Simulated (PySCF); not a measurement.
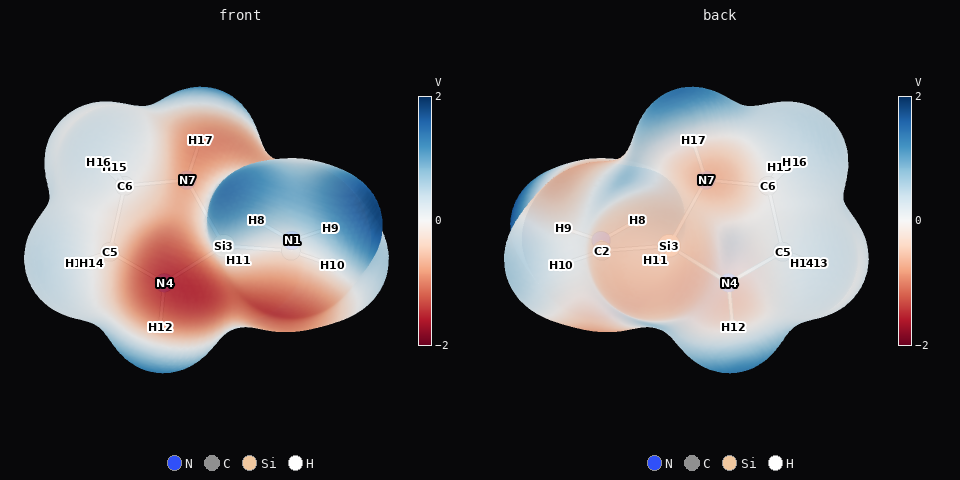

*C3H10N3Si (doublet). The molecular electrostatic potential painted on the density surface at 0.002 e/bohr³, seen from the front and from behind; red is negative and blue positive.*

Geometry: GFN2-xTB.

All numbers below come from UKS B3LYP, pcH-1 on C H N Si, non-relativistic, mean-field spin-orbit, GIAO in PySCF 2.14.0, density-fitted response routines.

```tsv
atom	x (Å)	y (Å)	z (Å)
N	2.4423	1.0840	0.9622
C	2.2510	0.2061	-0.0784
Si	0.6105	-0.5030	-0.5045
N	-0.2455	-1.1339	0.8615
C	-1.6637	-0.9023	0.7396
C	-1.8306	0.4436	0.0187
N	-0.6046	0.7067	-0.6933
H	1.5957	1.4930	1.3252
H	3.2344	1.7077	0.9162
H	3.1501	-0.0938	-0.5889
H	0.7562	-1.4151	-1.6533
H	-0.0193	-2.0181	1.2852
H	-2.1328	-0.8747	1.7293
H	-2.1569	-1.6944	0.1549
H	-2.0130	1.2442	0.7506
H	-2.6963	0.4064	-0.6537
H	-0.6846	1.3555	-1.4552
```

**Describe the electrostatic potential map.**

The most negative region (about −1.5 V) lies over N4, the most positive (about +1.8 V) over H9. N4 is the likeliest acceptor of a hydrogen bond.
